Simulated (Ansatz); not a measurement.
**C₂HOSi (SMILES C#C[Si-]=O) (charge −1): density, localisation and related maps**

Input file:

```
crystal:
  periodic: [false, false, false]
  atoms:
    - {symbol: C, position_ang: [0.419236, 0.823030, 0.919934]}
    - {symbol: C, position_ang: [-0.152667, 0.111669, 0.088955]}
    - {symbol: O, position_ang: [-1.727980, -0.750375, -2.159242]}
    - {symbol: Si, position_ang: [-0.875038, -1.382545, -0.975113]}
    - {symbol: H, position_ang: [0.905380, 1.469622, 1.627595]}
basis:
  gaussian: {orbitals: def2-TZVPD}
total_charge: -1
hamiltonian: {xc: {name: PBE0}}
output: {forces: true, orbitals: {seedname: orbitals}}
```

Command:

```sh
ansatz run input.yaml --threads 1 --pin off --max-ram 2610MiB --events-out events.jsonl --progress --plain --runs-dir runs
```

Geometry: r2SCAN-D4/def2-SVPD.

All numbers below come from isolated molecule in a Gaussian basis; Kohn-Sham density functional theory, functional PBE0 (Ansatz).

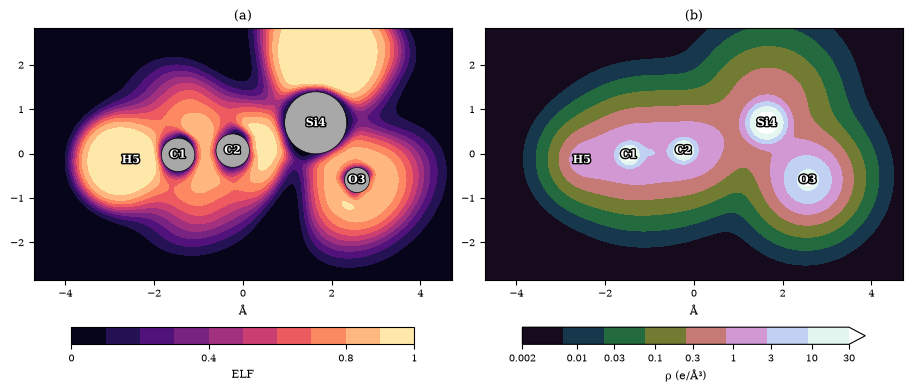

Figure 1. (a) ELF; (b) electron density on the molecular plane. Grey discs cover the atomic cores in the ELF map.

Describe what can be read from this map.

Answer. The section cuts through C, O, Si and H sites. C–C (1.23 Å): the density is about 2.7 e/Å³ at the midpoint; the ELF peaks at about 0.85 between the atoms; a short, multiple covalent bond. Si–O (1.59 Å): ρ is about 1.3 e/Å³ halfway; the ELF peaks at about 0.85 between the atoms: a polar covalent bond. C–Si (1.97 Å): ρ at the midpoint is about 0.75 e/Å³; the ELF peaks at about 0.95 between the atoms: a covalent bond. C–H (1.07 Å): ρ is about 2 e/Å³ halfway; the ELF climbs to about 1 towards the hydrogen, as it does in any bond to H: an ordinary covalent bond to hydrogen. The ELF also peaks beside O3 and Si4, away from the bonds: lone-pair regions.

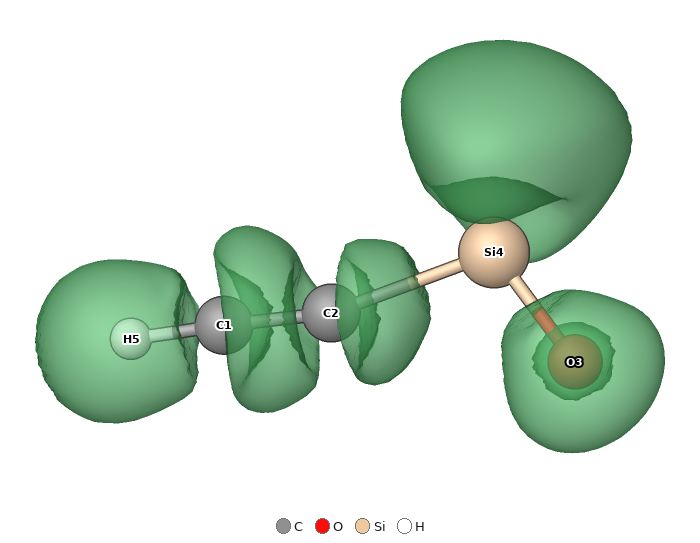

Figure 2. Isosurface of the electron localisation function at 0.75 (green), seen at a tilt. Core shells and regions of very low density are left out.

Describe the localisation domains.

Answer. At this value the surface marks out one region between bonded C–C atoms (shared pairs), one region between bonded C–Si atoms (shared pairs), one region around a hydrogen nucleus, one lobe on Si, pointing away from the bonds (lone pairs) and one region wrapped around O (its lone pairs, merged into a ring or cap).

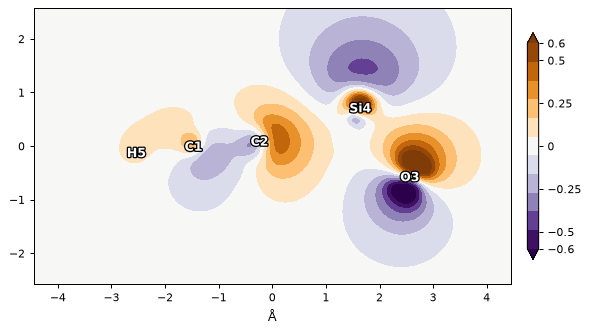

Figure 3. The HOMO on the molecular plane (values in Å⁻³ᐟ²; the overall sign is arbitrary).

Describe this orbital and give its energy.

Answer. Its weight (Hirshfeld) is mainly on Si4 (about 55 %), O3 (about 30 %) and C2 (about 10 %); it is symmetric in the molecular plane (an in-plane orbital: σ, lone-pair or in-plane π type). Its energy is −0.80 eV.
